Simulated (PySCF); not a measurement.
# C3H5Ge (SMILES CC#[C][GeH2]): UMP2/cc-pVDZ

Aim: the vertical doublet–quartet gap of C3H5Ge at UMP2/cc-pVDZ, from 2 runs. 

The calculation is run with PySCF 2.14.0.

7 further runs of the same task are left out: 7 set aside as unsound or not needed.

### Step 1. The system as given

C3H5Ge: 9 atoms, total charge 0, spin state doublet. SMILES: `CC#[C][GeH2]`. Geometry: a GFN2-xTB relaxation, a rough one for these elements and not checked as a minimum.

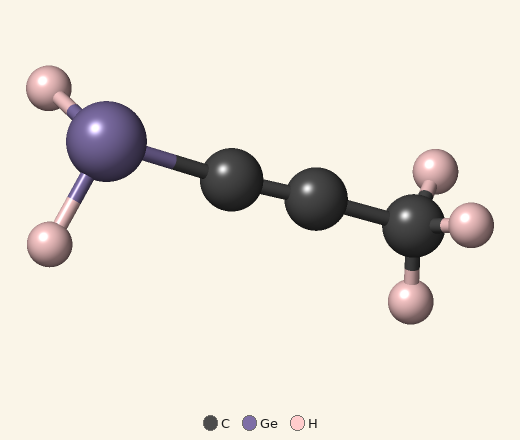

The structure, seen from a chosen angle (carbon dark grey, germanium purple, hydrogen pink).

### Step 2. A single-point energy at UMP2/cc-pVDZ

File geometry.xyz:

```xyz
9
C3H5Ge
C     -0.282010     1.912690     0.238790
C      0.021510     0.527830    -0.046650
C      0.223150    -0.651930    -0.226030
Ge     0.674170    -2.446470    -0.687170
H      0.355710     2.278700     1.043110
H     -0.112230     2.517330    -0.652550
H     -1.325030     2.013810     0.538950
H     -0.715760    -3.113670    -0.871580
H      1.160490    -3.038290     0.663130
```

File job.py:

```python
from pyscf import gto, scf, mp

system = gto.M(
    atom='geometry.xyz',
    charge=0,
    spin=1,
    verbose=4,
    max_memory=1860,
    basis='cc-pvdz',
)

calc0 = scf.UHF(system)
calc0.conv_tol = 1e-10
calc0.kernel()
if not calc0.converged:
    calc0 = calc0.newton().run(calc0.mo_coeff, calc0.mo_occ)

pt = mp.MP2(calc0).run()
energy = pt.e_tot
print('Final energy', energy)
```

Started as:

```sh
OMP_NUM_THREADS=1 python job.py
```

The program printed:

```text
PySCF version 2.14.0

[INPUT] num. atoms = 9
[INPUT] num. electrons = 55
[INPUT] charge = 0
[INPUT] spin (= nelec alpha-beta = 2S) = 1
[INPUT] symmetry False subgroup None
[INPUT] Mole.unit = angstrom
[INPUT] Symbol           X                Y                Z      unit          X                Y                Z       unit  Magmom
[INPUT]  1 C     -0.282010000000   1.912690000000   0.238790000000 AA   -0.532921664389   3.614460261194   0.451247701285 Bohr   0.0
[INPUT]  2 C      0.021510000000   0.527830000000  -0.046650000000 AA    0.040648008939   0.997454140329  -0.088155723711 Bohr   0.0
[INPUT]  3 C      0.223150000000  -0.651930000000  -0.226030000000 AA    0.421692384697  -1.231969152388  -0.427134795935 Bohr   0.0
[INPUT]  4 Ge     0.674170000000  -2.446470000000  -0.687170000000 AA    1.273996661398  -4.623158271965  -1.298563101017 Bohr   0.0
[INPUT]  5 H      0.355710000000   2.278700000000   1.043110000000 AA    0.672194479769   4.306118920046   1.971192217795 Bohr   0.0
[INPUT]  6 H     -0.112230000000   2.517330000000  -0.652550000000 AA   -0.212083962960   4.757064265151  -1.233140782585 Bohr   0.0
[INPUT]  7 H     -1.325030000000   2.013810000000   0.538950000000 AA   -2.503943806832   3.805549366910   1.018467894834 Bohr   0.0
[INPUT]  8 H     -0.715760000000  -3.113670000000  -0.871580000000 AA   -1.352590370919  -5.883983542274  -1.647047495648 Bohr   0.0
[INPUT]  9 H      1.160490000000  -3.038290000000   0.663130000000 AA    2.193008270297  -5.741535987005   1.253134084983 Bohr   0.0

nuclear repulsion = 199.410902288917
number of shells = 36
number of NR pGTOs = 190
number of NR cGTOs = 94
basis = cc-pvdz
ecp = {}

[... 82 lines left out ...]
[... the frontier-level lines of each cycle are left out ...]
cycle= 17 E= -2191.7650332749  delta_E= -1.43e-08  |g|= 2.85e-05  |ddm|= 0.000269
cycle= 18 E= -2191.76503327853  delta_E= -3.63e-09  |g|= 1.45e-05  |ddm|= 0.000136
cycle= 19 E= -2191.76503327919  delta_E= -6.62e-10  |g|= 6.7e-06  |ddm|= 7.5e-05
cycle= 20 E= -2191.7650332793  delta_E= -1.06e-10  |g|= 4.91e-06  |ddm|= 1.88e-05
cycle= 21 E= -2191.76503327943  delta_E= -1.34e-10  |g|= 3.93e-06  |ddm|= 1.93e-05
cycle= 22 E= -2191.76503327963  delta_E= -2.01e-10  |g|= 2.45e-06  |ddm|= 4.33e-05
cycle= 23 E= -2191.76503327971  delta_E= -7.64e-11  |g|= 1.67e-06  |ddm|= 2.6e-05
Extra cycle  E= -2191.76503327971  delta_E= -4.09e-12  |g|= 1.48e-06  |ddm|= 2.89e-06
converged SCF energy = -2191.76503327971  <S^2> = 0.80017138  2S+1 = 2.0495574

******** <class 'pyscf.mp.ump2.UMP2'> ********
nocc = (np.int64(28), np.int64(27)), nmo = (94, 94)
E(UMP2) = -2192.27107055506  E_corr = -0.506037275342887
E(SCS-UMP2) = -2192.26439616127  E_corr = -0.499362881559777
E_corr(same-spin) = -0.124479056367332
E_corr(oppo-spin) = -0.381558218975555
Final energy -2192.2710705550567
```

It took 4.2 s on 1 thread of Intel Xeon 6975P-C (Granite Rapids), shared host; peak memory 0.34 GiB.

### Step 3. The quartet

File run.py:

```python
from pyscf import gto, scf, mp

mol = gto.M(
    atom='''
C       -0.282010       1.912690       0.238790
C        0.021510       0.527830      -0.046650
C        0.223150      -0.651930      -0.226030
Ge       0.674170      -2.446470      -0.687170
H        0.355710       2.278700       1.043110
H       -0.112230       2.517330      -0.652550
H       -1.325030       2.013810       0.538950
H       -0.715760      -3.113670      -0.871580
H        1.160490      -3.038290       0.663130
''',
    charge=0,
    basis='cc-pvdz',
    max_memory=1860,
    verbose=3,
    spin=3,
)

hf = scf.UHF(mol)
hf.conv_tol = 1e-10
hf.kernel()
if not hf.converged:
    hf = hf.newton().run(hf.mo_coeff, hf.mo_occ)

pt = mp.MP2(hf).run()
e_final = pt.e_tot
print('Final energy', e_final)
```

Started as:

```sh
OMP_NUM_THREADS=1 python run.py
```

The program printed:

```text
WARN: HOMO 0.0803225341079883 >= LUMO -0.270600453208754

converged SCF energy = -2191.59339036145  <S^2> = 3.7917063  2S+1 = 4.0207991
E(UMP2) = -2192.04971782108  E_corr = -0.456327459636309
E(SCS-UMP2) = -2192.04481958176  E_corr = -0.45142922031467
Final energy -2192.0497178210826
```

Run time: 7.2 s. Hardware: 1 thread of Intel Xeon 6975P-C (Granite Rapids), shared host; peak memory 0.34 GiB.

### Step 4. Summary of results

At UMP2/cc-pVDZ:

| quantity | value |
| --- | --- |
| doublet: total energy | -2192.27107 Eh |
| doublet: dipole moment (Hartree–Fock density) | 1.19 D |
| doublet: HOMO energy (Hartree–Fock orbitals) (highest over α and β) | -9.19 eV |
| doublet: LUMO energy (Hartree–Fock orbitals) (lowest over α and β) | 0.52 eV |
| doublet: correlation energy | -506.0 mEh |
| doublet: ⟨S²⟩ of the reference determinant | 0.800 |
| quartet: total energy | -2192.04972 Eh |
| quartet: dipole moment (Hartree–Fock density) | 1.46 D |
| quartet: HOMO energy (Hartree–Fock orbitals) (highest over α and β) | -5.09 eV |
| quartet: LUMO energy (Hartree–Fock orbitals) (lowest over α and β) | 0.64 eV |
| quartet: correlation energy | -456.3 mEh |
| quartet: ⟨S²⟩ of the reference determinant | 3.792 |
| vertical energy of the quartet above the doublet | 6.023 eV |

In words: At this shape the quartet lies 6.02 eV (139 kcal/mol) above the doublet. Mulliken charges (quartet) of the mean-field density run from -0.47 on C3 to +0.40 on Ge4.
